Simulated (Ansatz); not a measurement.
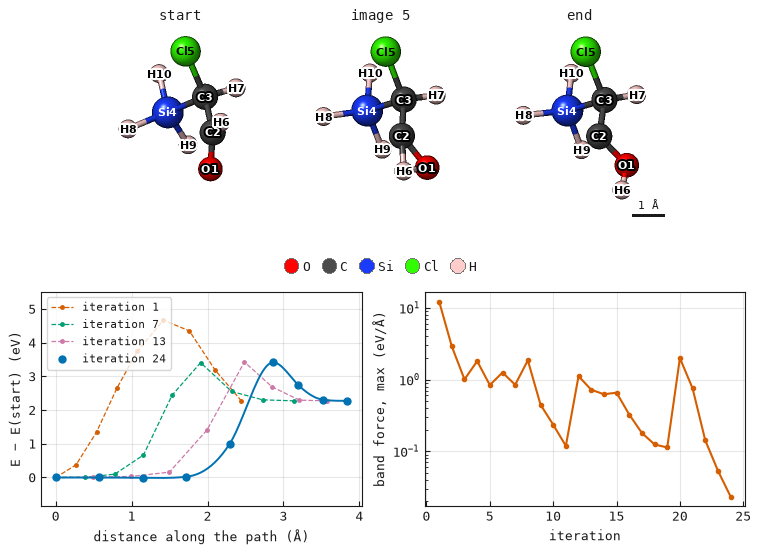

A search for the minimum-energy path of C2H5ClOSi by the nudged elastic band. Images are numbered from 0 (start) to 8 (end). The plot follows the band through its iterations. A ball-and-stick model, seen from a free direction.

These are results of Ansatz 0.2.0, UKS PBE-D4/def2-SVP, not measurements. Set-up: 7 movable images; climbing image; force threshold 0.05 eV/Å; iteration limit 55; starting path through a guess of the saddle point.

> How did the profile develop, and is the result final?

The result is final at these settings. The band converged in 24 iterations. The largest component of the band force went from 12 to 0.023 eV/Å. The climbing image converged on the top of the path. Its vibrational analysis gives one imaginary mode (1791i cm⁻¹), as a transition state must have. The first iteration put the highest image at 4.67 eV. The energy climbs by 3.42 eV to image 5 and then falls by 1.14 eV, so the end point sits at +2.28 eV. Image 2 lies below both ends, at −0.01 eV, which points to an intermediate minimum that so few images don't resolve.
